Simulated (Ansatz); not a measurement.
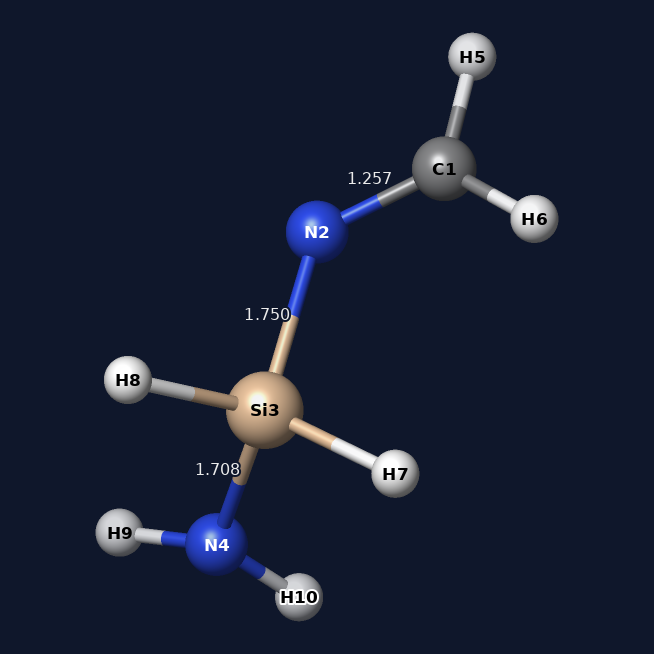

The numbers beside the sticks are distances in Å. Sticks don't show bond order. The computed structure is the end point of a PBE0-D4/def2-TZVP optimisation.

Which of the marked bonds are single, double, triple or aromatic?

Answer. C1–N2 double; N2–Si3 single; Si3–N4 single.

Give the structure as SMILES.

Answer. C=N[SiH2]N
